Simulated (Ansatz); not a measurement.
# SiH (quartet): one geometry, many settings

Aim: run SiH (quartet) at one geometry under a spread of methods and options, and see what each costs and gives.

The runs use Ansatz 0.2.0, Gaussian basis; the settings change from run to run.

20 further runs of the same task are left out: 3 for a known fault of the program, 6 that didn't finish, 11 set aside as unsound or not needed.

## (1) What is computed

The geometry is a PBE0/def2-TZVP stationary point (not a proven minimum).

2 atoms, charge 0, spin multiplicity 4.

Atoms are counted from 1 here; the program's logs count them from 0.

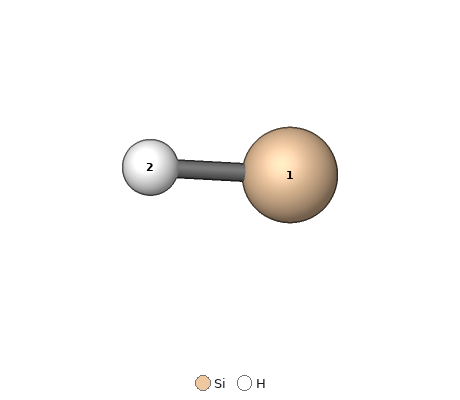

The geometry (silicon light orange, hydrogen white); atoms are numbered from 1 in the order of the file.

As a file:

| atom | x (Å) | y (Å) | z (Å) |
| --- | --- | --- | --- |
| Si1 | 0.00000 | 0.00000 | 0.00000 |
| H2 | 0.00000 | 0.00000 | 1.49954 |

## (2) MP2 on UHF/cc-pVDZ

in.yaml reads:

```yaml
crystal:
  periodic: [false, false, false]
  atoms:
    - {symbol: Si, position_ang: [0.000000, 0.000000, 0.000000]}
    - {symbol: H, position_ang: [0.000000, 0.000000, 1.499536]}
basis:
  gaussian: {orbitals: cc-pVDZ}
magnetization: {spin_polarized: true, initial_magnetization: 3}
correlation: {method: mp2, electrons: outside_noble_gas}
scf: {lower_state_search: off}
```

Run with:

```console
> ansatz run in.yaml --threads 1 --pin off --events-out ev --progress --plain --max-ram 2393MiB
```

What it wrote:

```text
Functional definition: HF
  name "HF"
  cite "Fock, Z. Phys. 61, 126 (1930) doi:10.1007/BF01340294"
  parent pbe
  exchange = exact_x
  correlation = 0
these checks for a lower state are left out or cut short: stability, starts, cluster_reference, orbital_swaps, neighbouring_geometries, increment
231 factors; integrals over basis functions are off by at most 8.8e-4 eV
mean field evaluation 1: about -7874.1956 eV, gradient 5.3e0 eV
mean field evaluation 2: about -7874.1975 eV, gradient 5.3e0 eV
mean field evaluation 4: about -7874.7634 eV, gradient 1.1e0 eV
mean field evaluation 8: about -7874.8181 eV, gradient 7.4e-3 eV
mean field -7874.81813498 eV, -289.3942287171 hartree, gradient 5.4e-6 eV, S^2 3.752233; 0 other end points of the search recorded, 0 dependent functions left out
5 core orbitals not correlated: weight in the atoms' cores, before any rotation towards them, 1.000 or more for the frozen orbitals, at most 0.000 for the correlated occupied ones
reference -7874.81813498 eV, -289.3942287171 hartree; 4, 1 occupied and 14, 17 virtual orbitals, 231 factors
second order -1.35389664 eV of doubles, -0.00000000 eV of singles
Total energy: -7876.17203162 eV, -289.4439835010 hartree
Checks for a lower state left out: stability, starts, cluster_reference, orbital_swaps, neighbouring_geometries, increment
```

Wall time 0.09 s (1 thread of Arm Neoverse V1, shared host).

From the report: ⟨S²⟩ of the determinant 3.752 (pure quartet: 3.75).

## (3) BCCD(T) on ROHF/def2-SVP

in.yaml reads:

```yaml
crystal:
  periodic: [false, false, false]
  atoms:
    - {symbol: Si, position_ang: [0.000000, 0.000000, 0.000000]}
    - {symbol: H, position_ang: [0.000000, 0.000000, 1.499536]}
basis:
  gaussian: {orbitals: def2-SVP}
magnetization: {spin_polarized: false, initial_magnetization: 3}
correlation: {method: bccd_t, electrons: outside_noble_gas, diis_vectors: 1}
```

Launched as before.

What it wrote (excerpt; [...] marks lines left out):

```text
Functional definition: HF
  name "HF"
  cite "Fock, Z. Phys. 61, 126 (1930) doi:10.1007/BF01340294"
  parent pbe
[...]
219 factors; integrals over basis functions are off by at most 1.3e-3 eV
[...]
mean field -7872.22904244 eV, -289.2990813213 hartree, gradient 2.5e-6 eV, S^2 3.750000; 0 other end points of the search recorded, 0 dependent functions left out
5 core orbitals not correlated: weight in the atoms' cores, before any rotation towards them, 1.000 or more for the frozen orbitals, at most 0.000 for the correlated occupied ones
reference -7872.22904244 eV, -289.2990813213 hartree; 4, 1 occupied and 14, 17 virtual orbitals, 219 factors
second order -1.32443550 eV of doubles, -0.01586069 eV of singles
cycle   1  -1.64698952 eV  change   -3.1e-1 eV  update   4.9e-2
[...]
cycle  17  -1.78738835 eV  change   -5.3e-7 eV  update   2.8e-6
perturbative correction -0.04267279 eV, -0.0015681961 hartree
Total energy: -7874.05910358 eV, -289.3663348275 hartree
```

Run time: 0.33 s. Hardware: 1 thread of Arm Neoverse V1, shared host.

From the report: correlation -1.8301 eV; largest double amplitude 0.07.

## (4) CCSDT(Q) on UHF/cc-pVDZ

in.yaml reads:

```yaml
crystal:
  periodic: [false, false, false]
  atoms:
    - {symbol: Si, position_ang: [0.000000, 0.000000, 0.000000]}
    - {symbol: H, position_ang: [0.000000, 0.000000, 1.499536]}
basis:
  gaussian: {orbitals: cc-pVDZ}
magnetization: {spin_polarized: true, initial_magnetization: 3}
correlation: {method: ccsdt_q, electrons: outside_noble_gas}
scf: {lower_state_search: light}
output: {forces: true}
```

Same command.

What it wrote (excerpt; [...] marks lines left out):

```text
Functional definition: HF
  name "HF"
  cite "Fock, Z. Phys. 61, 126 (1930) doi:10.1007/BF01340294"
  parent pbe
[...]
402 factors; integrals over basis functions are off by at most 2.2e-7 eV
[...]
mean field -7874.81815410 eV, -289.3942294196 hartree, gradient 5.9e-6 eV, S^2 3.752233; 0 other end points of the search recorded, 0 dependent functions left out
5 core orbitals not correlated: weight in the atoms' cores, before any rotation towards them, 1.000 or more for the frozen orbitals, at most 0.000 for the correlated occupied ones
reference -7874.81815410 eV, -289.3942294196 hartree; 4, 1 occupied and 14, 17 virtual orbitals, 402 factors
second order -1.35389829 eV of doubles, -0.00000000 eV of singles
cycle   1  -1.66526144 eV  change   -3.1e-1 eV  update   5.3e-2
[...]
cycle  13  -1.88506421 eV  change    2.5e-7 eV  update   2.7e-7
perturbative correction -0.00061493 eV, -0.0000225982 hartree
[...]
Total energy: -7876.70383323 eV, -289.4635268496 hartree
Atom 0 at     0.000000     0.000000     0.000000 Å, force    -0.000000     0.000000    -0.157977 eV/Å
Atom 1 at     0.000000     0.000000     1.499536 Å, force     0.000000    -0.000000     0.157977 eV/Å
Dipole moment:    -0.000000     0.000000    -0.003188 e Å
```

Run time: 3.7 s. Hardware: 1 thread of Arm Neoverse V1, shared host.

From the report: ⟨S²⟩ of the determinant 3.752 (pure quartet: 3.75); correlation -1.8857 eV; T1 0.029; largest double amplitude 0.08.

## (5) CASCI(3,8)/aug-cc-pVDZ

in.yaml reads:

```yaml
crystal:
  periodic: [false, false, false]
  atoms:
    - {symbol: Si, position_ang: [0.000000, 0.000000, 0.000000]}
    - {symbol: H, position_ang: [0.000000, 0.000000, 1.499536]}
basis:
  gaussian: {orbitals: aug-cc-pVDZ}
magnetization: {spin_polarized: false, initial_magnetization: 3}
correlation: {active_space: {window: {electrons: 3, orbitals: 8}, fixed_orbitals: true, states: [{multiplicity: 4, weights: [0.5, 1, 0.5]}], root: 2}}
```

The command is unchanged.

What it wrote:

```text
Functional definition: HF
  name "HF"
  cite "Fock, Z. Phys. 61, 126 (1930) doi:10.1007/BF01340294"
  parent pbe
  exchange = exact_x
  correlation = 0
601 factors; integrals over basis functions are off by at most 2.0e-7 eV
mean field evaluation 1: about -7873.7982 eV, gradient 6.3e0 eV
mean field evaluation 2: about -7873.7984 eV, gradient 6.3e0 eV
mean field evaluation 4: about -7874.7194 eV, gradient 1.4e0 eV
mean field evaluation 8: about -7874.8110 eV, gradient 5.7e-4 eV
mean field -7874.81095812 eV, -289.3939649722 hartree, gradient 8.4e-7 eV, S^2 3.750000; 0 other end points of the search recorded, 0 dependent functions left out
reference -7874.81095812 eV, -289.3939649722 hartree; 9, 6 occupied and 27, 30 virtual orbitals, 601 factors
state -7874.81410553 eV, -289.3940806376 hartree
state -7869.05455821 eV, -289.1824211773 hartree
state -7869.05455821 eV, -289.1824211773 hartree
Total energy: -7869.05455821 eV, -289.1824211773 hartree
```

Run time: 0.3 s. Hardware: 1 thread of Arm Neoverse V1, shared host.

From the report: 16 determinants; active occupations (of the averaged states) 1.00, 0.75, 0.75, 0.50, 0.00, 0.00, 0.00, 0.00.

## (6) NEVPT2(5,8)/def2-SVPD

in.yaml reads:

```yaml
crystal:
  periodic: [false, false, false]
  atoms:
    - {symbol: Si, position_ang: [0.000000, 0.000000, 0.000000]}
    - {symbol: H, position_ang: [0.000000, 0.000000, 1.499536]}
basis:
  gaussian: {orbitals: def2-SVPD}
magnetization: {spin_polarized: false, initial_magnetization: 3}
correlation: {method: sc_nevpt2, electrons: outside_noble_gas, active_space: {window: {electrons: 5, orbitals: 8}}}
scf: {lower_state_search: off}
output: {forces: true}
```

The command is unchanged.

What it wrote (excerpt; [...] marks lines left out):

```text
Functional definition: HF
  name "HF"
  cite "Fock, Z. Phys. 61, 126 (1930) doi:10.1007/BF01340294"
  parent pbe
[...]
311 factors; integrals over basis functions are off by at most 1.1e-3 eV
[...]
mean field -7872.26810843 eV, -289.3005169697 hartree, gradient 1.7e-6 eV, S^2 3.750000; 0 other end points of the search recorded, 0 dependent functions left out
reference -7872.26810843 eV, -289.3005169697 hartree; 9, 6 occupied and 23, 26 virtual orbitals, 311 factors
state -7873.29535058 eV, -289.3382674227 hartree
state -7873.29535058 eV, -289.3382674227 hartree; corrected -7873.99629544 eV, -289.3640266709 hartree
[...]
Total energy: -7873.99629544 eV, -289.3640266709 hartree
Atom 0 at     0.000000     0.000000     0.000000 Å, force    -0.000000     0.000000    -0.089742 eV/Å
Atom 1 at     0.000000     0.000000     1.499536 Å, force     0.000000    -0.000000     0.089742 eV/Å
Dipole moment:     0.000000     0.000000    -0.007936 e Å
Checks for a lower state left out: stability, starts, cluster_reference, orbital_swaps, neighbouring_geometries, increment
```

Run time: 0.78 s. Hardware: 1 thread of Arm Neoverse V1, shared host.

From the report: 160 determinants; active occupations 1.96, 1.00, 1.00, 1.00, 0.03, 0.01, 0.01, 0.01.

## (7) HF/cc-pVTZ-DK

in.yaml reads:

```yaml
crystal:
  periodic: [false, false, false]
  atoms:
    - {symbol: Si, position_ang: [0.000000, 0.000000, 0.000000]}
    - {symbol: H, position_ang: [0.000000, 0.000000, 1.499536]}
basis:
  gaussian: {orbitals: cc-pVTZ-DK}
magnetization: {spin_polarized: true, initial_magnetization: 3}
hamiltonian: {xc: hf}
accuracy: high
scf: {lower_state_search: light}
output: {orbitals: {seedname: orbitals}}
```

The command is unchanged.

What it wrote:

```text
Functional definition: HF
  name "HF"
  cite "Fock, Z. Phys. 61, 126 (1930) doi:10.1007/BF01340294"
  parent pbe
  exchange = exact_x
  correlation = 0
626 factors; integrals over basis functions are off by at most 3.4e-9 eV
mean field evaluation 1: about -7890.7643 eV, gradient 5.5e0 eV
mean field evaluation 2: about -7890.7669 eV, gradient 5.5e0 eV
mean field evaluation 4: about -7891.3691 eV, gradient 1.2e0 eV
mean field evaluation 8: about -7891.4335 eV, gradient 6.7e-3 eV
mean field -7891.43353235 eV, -290.0048333081 hartree, gradient 3.9e-8 eV, S^2 3.752732; 0 other end points of the search recorded, 0 dependent functions left out
reference -7891.43353235 eV, -290.0048333081 hartree; 9, 6 occupied and 39, 42 virtual orbitals, 626 factors
Total energy: -7891.43353235 eV, -290.0048333081 hartree
Relativity: scalar
```

It took 0.33 s on 1 thread of Arm Neoverse V1, shared host.

From the report: ⟨S²⟩ of the determinant 3.753 (pure quartet: 3.75).

## (8) HF/cc-pVTZ

in.yaml reads:

```yaml
crystal:
  periodic: [false, false, false]
  atoms:
    - {symbol: Si, position_ang: [0.000000, 0.000000, 0.000000]}
    - {symbol: H, position_ang: [0.000000, 0.000000, 1.499536]}
basis:
  gaussian: {orbitals: cc-pVTZ}
magnetization: {spin_polarized: false, initial_magnetization: 3}
hamiltonian: {xc: hf}
accuracy: high
output: {forces: true, orbitals: {seedname: orbitals}}
```

Launched as before.

What it wrote:

```text
Functional definition: HF
  name "HF"
  cite "Fock, Z. Phys. 61, 126 (1930) doi:10.1007/BF01340294"
  parent pbe
  exchange = exact_x
  correlation = 0
630 factors; integrals over basis functions are off by at most 3.4e-9 eV
mean field evaluation 1: about -7874.1404 eV, gradient 6.5e0 eV
mean field evaluation 2: about -7874.1413 eV, gradient 6.5e0 eV
mean field evaluation 4: about -7874.9528 eV, gradient 1.4e0 eV
mean field evaluation 8: about -7875.0314 eV, gradient 8.5e-2 eV
mean field evaluation 16: about -7875.0315 eV, gradient 1.3e-8 eV
mean field -7875.03145290 eV, -289.4020680060 hartree, gradient 1.3e-8 eV, S^2 3.750000; 0 other end points of the search recorded, 0 dependent functions left out
the calculation of the forces begins
reference -7875.03145290 eV, -289.4020680060 hartree; 9, 6 occupied and 39, 42 virtual orbitals, 630 factors
Total energy: -7875.03145290 eV, -289.4020680060 hartree
Atom 0 at     0.000000     0.000000     0.000000 Å, force     0.000000     0.000000     0.532234 eV/Å
Atom 1 at     0.000000     0.000000     1.499536 Å, force     0.000000     0.000000    -0.532234 eV/Å
Dipole moment:    -0.000000     0.000000    -0.043234 e Å
```

Run time: 0.48 s. Hardware: 1 thread of Arm Neoverse V1, shared host.

## (9) CCSD on UHF/x2c-TZVPPall

in.yaml reads:

```yaml
crystal:
  periodic: [false, false, false]
  atoms:
    - {symbol: Si, position_ang: [0.000000, 0.000000, 0.000000]}
    - {symbol: H, position_ang: [0.000000, 0.000000, 1.499536]}
basis:
  gaussian: {orbitals: x2c-TZVPPall}
magnetization: {spin_polarized: true, initial_magnetization: 3}
correlation: {method: ccsd, electrons: all, diis_vectors: 1}
```

Same command.

What it wrote (excerpt; [...] marks lines left out):

```text
Functional definition: HF
  name "HF"
  cite "Fock, Z. Phys. 61, 126 (1930) doi:10.1007/BF01340294"
  parent pbe
[...]
322 factors; integrals over basis functions are off by at most 9.1e-4 eV
[...]
mean field -7891.32447896 eV, -290.0008256700 hartree, gradient 1.7e-6 eV, S^2 3.752736; 0 other end points of the search recorded, 0 dependent functions left out
reference -7891.32447896 eV, -290.0008256700 hartree; 9, 6 occupied and 47, 50 virtual orbitals, 322 factors
second order -5.88421452 eV of doubles, -0.00000000 eV of singles
cycle   1  -6.20563457 eV  change   -3.2e-1 eV  update   5.6e-2
[...]
cycle  13  -6.40761266 eV  change   -1.7e-6 eV  update   6.6e-6
Total energy: -7897.73209162 eV, -290.2363010918 hartree
Relativity: scalar
```

Wall time 1.3 s (1 thread of Arm Neoverse V1, shared host).

From the report: ⟨S²⟩ of the determinant 3.753 (pure quartet: 3.75); correlation -6.4076 eV; T1 0.021; largest double amplitude 0.06.

## (10) CCSDT(Q)/B on ROHF/cc-pVTZ

in.yaml reads:

```yaml
crystal:
  periodic: [false, false, false]
  atoms:
    - {symbol: Si, position_ang: [0.000000, 0.000000, 0.000000]}
    - {symbol: H, position_ang: [0.000000, 0.000000, 1.499536]}
basis:
  gaussian: {orbitals: cc-pVTZ}
magnetization: {spin_polarized: false, initial_magnetization: 3}
correlation: {method: ccsdt_q_b, electrons: valence, diis_vectors: 4}
scf: {omitted_lower_state_checks: [cluster_reference]}
```

Same command.

What it wrote (excerpt; [...] marks lines left out):

```text
Functional definition: HF
  name "HF"
  cite "Fock, Z. Phys. 61, 126 (1930) doi:10.1007/BF01340294"
  parent pbe
[...]
521 factors; integrals over basis functions are off by at most 2.3e-7 eV
[...]
mean field -7875.03145289 eV, -289.4020680057 hartree, gradient 2.3e-6 eV, S^2 3.750000; 0 other end points of the search recorded, 0 dependent functions left out
5 core orbitals not correlated: weight in the atoms' cores, before any rotation towards them, 1.000 or more for the frozen orbitals, at most 0.000 for the correlated occupied ones
reference -7875.03145289 eV, -289.4020680057 hartree; 4, 1 occupied and 39, 42 virtual orbitals, 521 factors
second order -1.68976557 eV of doubles, -0.01729397 eV of singles
cycle   1  -2.02192459 eV  change   -3.1e-1 eV  update   5.9e-2
[...]
cycle  14  -2.30252645 eV  change    8.2e-8 eV  update   5.0e-7
perturbative correction -0.00171019 eV, -0.0000628482 hartree
Total energy: -7877.33568953 eV, -289.4867471404 hartree
Checks for a lower state left out: cluster_reference
```

It took 9 s on 1 thread of Arm Neoverse V1, shared host.

From the report: correlation -2.3042 eV; T1 0.038; largest double amplitude 0.07.

## (11) The runs in one table

Where basis and cores are those of an earlier FCI/cc-pVTZ run (-7877.3362 eV), and the state is the same kind, the miss against it is given.

| level | correlated | functions | energy (eV) | from FCI (meV) | time |
| --- | --- | --- | --- | --- | --- |
| MP2 on UHF/cc-pVDZ | outside noble gas | 23 | -7876.1720 |  | 0.09 s |
| BCCD(T) on ROHF/def2-SVP | outside noble gas | 23 | -7874.0591 |  | 0.33 s |
| CCSDT(Q) on UHF/cc-pVDZ | outside noble gas | 23 | -7876.7038 |  | 3.7 s |
| CASCI(3,8)/aug-cc-pVDZ (excited root 2 of an average) |  | 36 | -7869.0546 |  | 0.3 s |
| NEVPT2(5,8)/def2-SVPD | outside noble gas | 32 | -7873.9963 |  | 0.78 s |
| HF/cc-pVTZ-DK |  | 48 | -7891.4335 |  | 0.33 s |
| HF/cc-pVTZ |  | 48 | -7875.0315 | 2304.7 | 0.48 s |
| CCSD on UHF/x2c-TZVPPall | all | 56 | -7897.7321 |  | 1.3 s |
| CCSDT(Q)/B on ROHF/cc-pVTZ | valence | 48 | -7877.3357 | 0.5 | 9 s |

## (12) Summary of results

```
quantity                            value
    runs                                9
quickest       MP2 on UHF/cc-pVDZ, 0.09 s
 slowest  CCSDT(Q)/B on ROHF/cc-pVTZ, 9 s
```

Total energies in different bases, with other cores or another treatment of relativity can't be set against each other. CCSDT(Q)/B on ROHF/cc-pVTZ took 100 times as long as MP2 on UHF/cc-pVDZ; the jobs differ in more than the method. Hartree-Fock, CASSCF and CASCI lack dynamic correlation by design.
